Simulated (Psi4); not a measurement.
# CH3BCl (SMILES C[B]Cl): U-r2SCAN/aug-cc-pVDZ

What is the vertical doublet–quartet gap of CH3BCl at U-r2SCAN/aug-cc-pVDZ? 

Program for the calculation: Psi4 1.11.

2 further runs of the same task are left out: 2 set aside as unsound or not needed.

### Step 1. The molecule

CH3BCl has 6 atoms, charge 0, and is taken as a doublet. SMILES: `C[B]Cl`. The shape is that of a PBE0-D4/def2-TZVP optimisation.

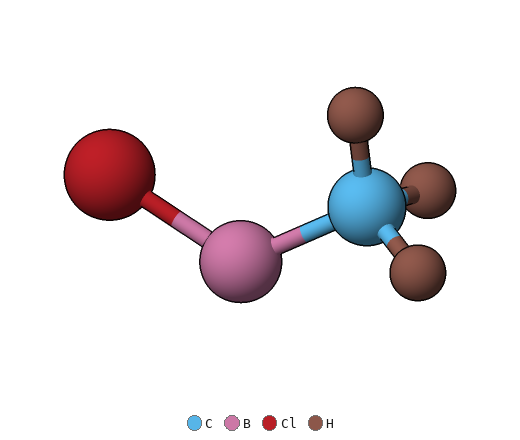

Viewed from a chosen angle; carbon blue, boron pink, chlorine red, hydrogen brown.

### Step 2. Energy and forces at U-r2SCAN/aug-cc-pVDZ

The input, job.dat:

```
memory 2.2 GB

molecule {
  0 2
  C     -0.54783160     0.61453894    -0.59035044
  B      0.36906351    -2.00216483     0.31690707
  Cl     2.77374001    -2.56190171     2.45248656
  H     -2.02862099     1.21263725     0.73831600
  H      0.93390265     2.05753380    -0.54745366
  H     -1.42107405     0.55822510    -2.45739985
  units bohr
  symmetry c1
}

set {
  basis aug-cc-pVDZ
  reference uks
  puream true
  e_convergence 1e-09
  d_convergence 1e-08
  scf_type pk
  dft_radial_points 99
  dft_spherical_points 590
  maxiter 100
}

energy_value, wavefunction = gradient('r2scan', return_wfn=True)
oeprop(wavefunction, 'QUADRUPOLE', 'WIBERG_LOWDIN_INDICES', 'MAYER_INDICES')
```

Started as:

```console
$ psi4 -i job.dat -o job.out -n 1
```

job.out:

```text
[...]
  Running in c1 symmetry.
[...]
  Nuclear repulsion =   76.029351733043185
[...]
  Multiplicity = 2
[...]
  Nalpha       = 16
  Nbeta        = 15
[...]
    Number of basis functions: 100
[...]
   @UKS iter   1:  -524.46456727464067   -5.73207e-02   8.55154e-03 ADIIS/DIIS
[...]
   @UKS iter  13:  -524.87125489554205   -3.29692e-12   7.80866e-09 DIIS
[...]
   @S^2 Observed:                7.533981795E-01
[...]
    Orbital Energies [Eh]
    ---------------------
    Alpha Occupied:
       1A   -101.222627     2A    -10.044546     3A     -9.386540
       4A     -7.128837     5A     -7.124289     6A     -7.122512
       7A     -6.703609     8A     -0.818116     9A     -0.689748
      10A     -0.462450    11A     -0.399401    12A     -0.394067
      13A     -0.367503    14A     -0.331179    15A     -0.319179
      16A     -0.176934
    Alpha Virtual:
      17A     -0.080697    18A      0.007707    19A      0.032389
      20A      0.036159    21A      0.040081    22A      0.059337
      23A      0.068525    24A      0.073930    25A      0.099678
[...]
  @UKS Final Energy:  -524.87125489554205
   => Energetics <=
    Nuclear Repulsion Energy =             76.0293517330431854
    One-Electron Energy =                -871.8892024808708356
    Two-Electron Energy =                 309.7511414211990655
    DFT Exchange-Correlation Energy =     -38.7625455689134668
    Empirical Dispersion Energy =           0.0000000000000000
    VV10 Nonlocal Energy =                  0.0000000000000000
    Total Energy =                       -524.8712548955420516
[...]
  -Total Gradient:
     Atom            X                  Y                   Z
    ------   -----------------  -----------------  -----------------
       1       -0.001782201192     0.002620764851    -0.000377366562
       2        0.007742545977     0.000531466667     0.006545535544
       3       -0.007361113306     0.001363554615    -0.006551940307
       4        0.002953629453    -0.001289170204    -0.002503231793
       5       -0.003010307951    -0.003322204131    -0.000303805613
       6        0.002237299099    -0.000057552735     0.003872611881
[...]
 Multipole Moments:
 ------------------------------------------------------------------------------------
     Multipole            Electronic (a.u.)      Nuclear  (a.u.)        Total (a.u.)
 ------------------------------------------------------------------------------------
 L = 1.  Multiply by 2.5417464519 to convert [e a0] to [Debye]
 Dipole X            :          3.3276139           -3.5303973           -0.2027835
 Dipole Y            :         -4.4766921            4.9722252            0.4955331
 Dipole Z            :          2.9609312           -3.1260542           -0.1651230
 Magnitude           :                                                    0.5603033
 L = 2.  Multiply by 1.3450342976 to convert [e a0^2] to [Debye ang]
 Quadrupole XX       :        -99.2265462           80.4920469          -18.7344993
 Quadrupole XY       :         63.1840176          -64.2517485           -1.0677309
[...]
```

Run time: 96 s. Hardware: 1 thread of AMD EPYC 7R43 (Zen 3), shared host; peak memory 1.3 GiB.

### Step 3. The quartet: the energy at U-r2SCAN/aug-cc-pVDZ

The input, run_ase.py:

```python
import numpy as np
from ase.calculators.psi4 import Psi4
from ase import Atoms

atoms = Atoms(['C', 'B', 'Cl', 'H', 'H', 'H'], positions=[
    [-0.289900, 0.325200, -0.312400],
    [0.195300, -1.059500, 0.167700],
    [1.467800, -1.355700, 1.297800],
    [-1.073500, 0.641700, 0.390700],
    [0.494200, 1.088800, -0.289700],
    [-0.752000, 0.295400, -1.300400],
])
calc = Psi4(atoms=atoms, method='r2scan', basis='aug-cc-pVDZ', memory='2200MB', num_threads=1, charge=0, multiplicity=4, label='psi4-calc', reference='uks')
calc.psi4.set_options({'puream': True, 'e_convergence': 1e-09, 'd_convergence': 1e-08, 'scf_type': 'pk', 'dft_radial_points': 99, 'dft_spherical_points': 590, 'maxiter': 100})
atoms.calc = calc

print(f'energy: {atoms.get_potential_energy():.6f} eV')
```

Started as:

```console
$ python run_ase.py
```

psi4-calc.dat:

```text
[...]
  Running in c1 symmetry.
[...]
  Nuclear repulsion =   76.029351716677795
[...]
  Multiplicity = 4
[...]
  Nalpha       = 17
  Nbeta        = 14
[...]
    Number of basis functions: 100
[...]
   @UKS iter   1:  -524.07853732051490    3.28709e-01   9.66824e-03 DIIS/ADIIS
[...]
   @UKS iter  17:  -524.65632850040004   -7.95808e-13   3.18926e-09 DIIS
[...]
   @S^2 Observed:                3.756527846E+00
[...]
    Orbital Energies [Eh]
    ---------------------
    Alpha Occupied:
       1A   -101.282618     2A    -10.083298     3A     -9.441710
       4A     -7.190439     5A     -7.180325     6A     -7.175635
       7A     -6.643501     8A     -0.863369     9A     -0.715499
      10A     -0.491529    11A     -0.419546    12A     -0.411504
      13A     -0.398171    14A     -0.376958    15A     -0.360758
      16A     -0.165370    17A     -0.104481
    Alpha Virtual:
      18A      0.000237    19A      0.023106    20A      0.030503
      21A      0.034514    22A      0.046517    23A      0.063642
      24A      0.068468    25A      0.089386    26A      0.094942
[...]
  @UKS Final Energy:  -524.65632850040004
   => Energetics <=
    Nuclear Repulsion Energy =             76.0293517166777946
    One-Electron Energy =                -870.9166031061026843
    Two-Electron Energy =                 308.9762025447880660
    DFT Exchange-Correlation Energy =     -38.7452796557631913
    Empirical Dispersion Energy =           0.0000000000000000
    VV10 Nonlocal Energy =                  0.0000000000000000
    Total Energy =                       -524.6563285004000363
[...]
 Multipole Moments:
 ------------------------------------------------------------------------------------
     Multipole            Electronic (a.u.)      Nuclear  (a.u.)        Total (a.u.)
 ------------------------------------------------------------------------------------
 L = 1.  Multiply by 2.5417464519 to convert [e a0] to [Debye]
 Dipole X            :          3.6335688           -3.5303973            0.1031715
 Dipole Y            :         -4.2865058            4.9722252            0.6857194
 Dipole Z            :          3.2554618           -3.1260542            0.1294076
 Magnitude           :                                                    0.7054090
[...]
```

Standard output:

```text
energy: -14276.625885 eV
```

Wall time 2.4 min (1 thread of AMD EPYC 7R43 (Zen 3), shared host); peak memory 1.3 GiB.

### Step 4. Results

At U-r2SCAN/aug-cc-pVDZ:

```
                                        quantity          value
                           doublet: total energy  -524.87125 Eh
                          doublet: dipole moment         1.42 D
     doublet: HOMO energy (highest over α and β)       -4.81 eV
      doublet: LUMO energy (lowest over α and β)       -2.20 eV
                                   doublet: ⟨S²⟩          0.753
               doublet: largest force on an atom     0.522 eV/Å
                           quartet: total energy  -524.65633 Eh
                          quartet: dipole moment         1.79 D
     quartet: HOMO energy (highest over α and β)       -2.84 eV
                                   quartet: ⟨S²⟩          3.757
vertical energy of the quartet above the doublet       5.848 eV
```

In words: At this shape the quartet lies 5.85 eV (135 kcal/mol) above the doublet. The largest force (doublet) is 0.52 eV/Å: the shape isn't a stationary point for this species at this level.
